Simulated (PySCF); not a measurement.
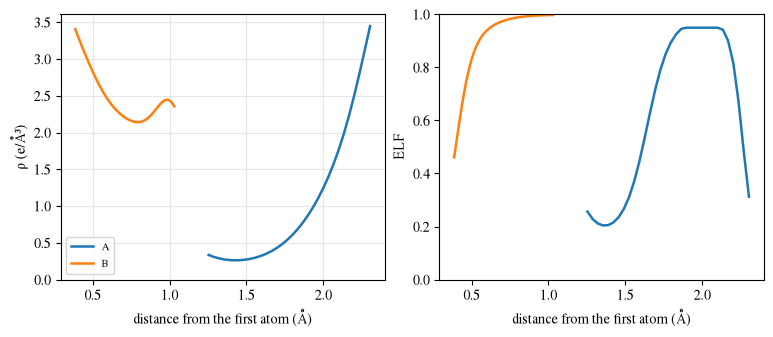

The picture shows: H$_{18}$LaN$_{6}$ (charge +3). Electron density and ELF along straight lines between neighbouring atoms. The curves leave out the atomic cores.

Core potentials replace the inner electrons of La.

Method: RKS r2SCAN, La def2-SVP with ECP46, N def2-SVP, H def2-SVP; non-relativistic Hamiltonian with scalar-relativistic core potentials where named; density fitting (PySCF).

The calculation's input:

```
mol = gto.M(atom='''
La     0.00000     0.00000     0.00000
N      0.00462     0.00700     2.71119
H      0.80926     0.47281     3.15533
H     -0.79847     0.47156     3.15934
H      0.00654    -0.92003     3.16093
N     -0.00462    -0.00700    -2.71119
H      0.79847    -0.47156    -3.15934
H     -0.80926    -0.47281    -3.15533
H     -0.00654     0.92003    -3.16093
N      2.71077    -0.00116     0.00202
H      3.15729    -0.46440     0.80688
H      3.16060    -0.46395    -0.80112
H      3.15586     0.92817     0.00231
N      0.00121     2.71077     0.00590
H      0.45301     3.15505     0.81846
H      0.47539     3.16276    -0.78941
H     -0.92807     3.15588    -0.00464
N     -2.71077     0.00116    -0.00202
H     -3.16060     0.46395     0.80112
H     -3.15729     0.46440    -0.80688
H     -3.15586    -0.92817    -0.00231
N     -0.00121    -2.71077    -0.00590
H     -0.47539    -3.16276     0.78941
H     -0.45301    -3.15505    -0.81846
H      0.92807    -3.15588     0.00464''',
    basis={'La': 'def2-SVP', 'N': 'def2-SVP', 'H': 'def2-SVP'},
    ecp={'La': 'def2-SVP'},
    charge=3, spin=0)
mf = dft.RKS(mol, xc='R2SCAN')
mf.grids.atom_grid = (75, 302)  # f atoms: at least (60, 302), unpruned
mf = mf.density_fit()  # La def2-universal-JKFIT, N def2-universal-JKFIT, H def2-universal-JKFIT
mf.conv_tol = 1e-09; mf.max_cycle = 55
mf.kernel(dm0)
```

Launched as:

```sh
OMP_NUM_THREADS=4 python run.py
```

Q: Which curve belongs to which contact (La–N and N–H)? The first atom named is at distance zero.

A: Curve A: La–N (2.71 Å): ρ is about 0.27 e/Å³ halfway; the ELF peaks at about 0.95 in the valence shell of N, 0.8 Å from its nucleus, and drops to about 0.20 between the two atoms. Curve B: N–H (1.03 Å): ρ is about 2.8 e/Å³ halfway; the ELF climbs to about 1 towards the hydrogen, as it does in any bond to H: a covalent bond by its length.
